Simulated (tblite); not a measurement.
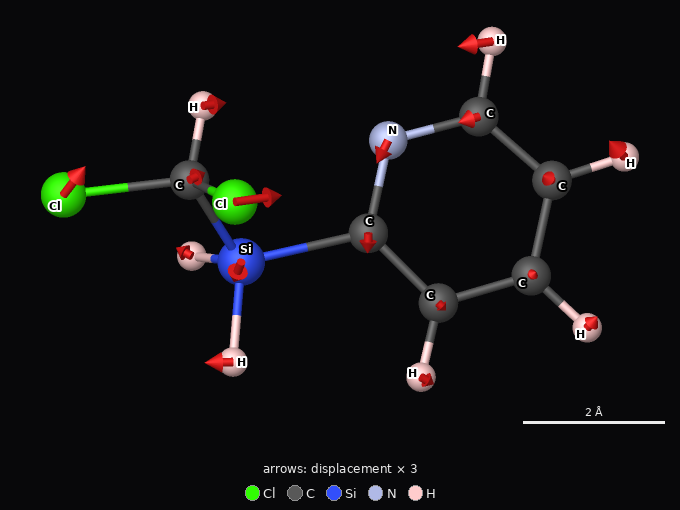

This is a relaxation of C6H7Cl2NSi. The starting structure is drawn; red arrows show the displacements, magnified 3 times. The two geometries are superimposed by the best rigid fit.

The picture is a ball-and-stick view, seen at a tilt.

These are results of GFN2-xTB geometry optimisation, gas phase in tblite 0.8.0, not measurements. 

### Which element moves most?

Chlorine: up to 0.26 Å, against 0.18 Å for hydrogen.

### What happened in the run?

The largest move after the best rigid fit is that of a Cl atom, 0.26 Å. By element the largest moves are Cl 0.26 Å, H 0.18 Å, Si 0.16 Å, N 0.12 Å, C 0.11 Å. Among the contacts that change: C–Si 1.837 → 1.923 Å, H–Si 1.506 → 1.462 Å, C–Cl 1.799 → 1.772 Å, C–N 1.358 → 1.333 Å. Bond angles that change, for instance: H–Si–H 105.5° → 112.9°, C–Si–C 110.6° → 103.9°, C–Si–H 112.6° → 107.7°. Over 63 geometry steps the energy falls by 0.204 eV. Cost: 1.1 s on 1 thread of Arm Neoverse N1 (shared host).
